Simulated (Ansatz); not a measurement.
Input file:

```
crystal:
  periodic: [false, false, false]
  atoms:
    - {symbol: Si, position_ang: [-0.000013, -0.000009, 0.000049]}
    - {symbol: S, position_ang: [-1.249703, -1.016122, 1.241229]}
    - {symbol: S, position_ang: [1.520848, 1.107268, 0.771908]}
    - {symbol: S, position_ang: [-0.271131, -0.091137, -2.013186]}
basis:
  gaussian: {orbitals: def2-TZVPD, initial_orbitals: start.molden}
total_charge: -1
magnetization: {spin_polarized: true, initial_magnetization: 1}
hamiltonian: {xc: pbe0, dispersion: d4}
scf: {omitted_lower_state_checks: [starts]}
output: {orbitals: {seedname: orbitals}}
```

Run with:

```sh
ansatz run in.yaml --threads 4 --pin off --events-out ev --progress --plain --max-ram 3916MiB
```

Geometry: PBE-D4/def2-TZVPD.

Method: Ansatz, UKS PBE0-D4/def2-TZVPD.

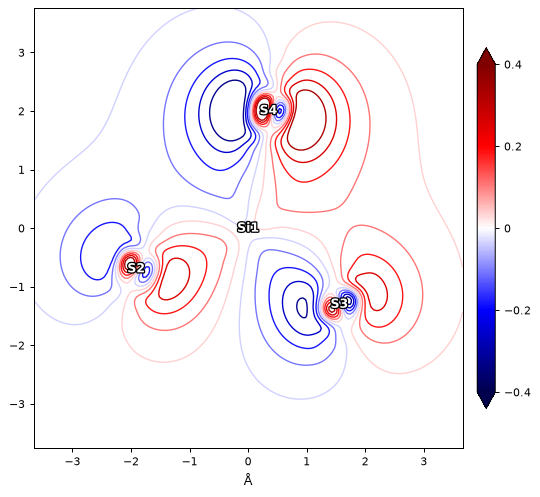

S$_{3}$Si (charge −1, doublet). The HOMO (β) on the molecular plane (values in Å⁻³ᐟ²; the overall sign is arbitrary).

What is the character of this orbital?

Answer. Its weight (Hirshfeld) is mainly on S4 (about 50 %), S2 (about 20 %), S3 (about 20 %) and Si1 (about 10 %); it is symmetric in the molecular plane (an in-plane orbital: σ, lone-pair or in-plane π type); largely a combination of lone pairs on S4, S2 and S3. It is one of a degenerate set, so its orientation is arbitrary. Its energy is −2.62 eV.
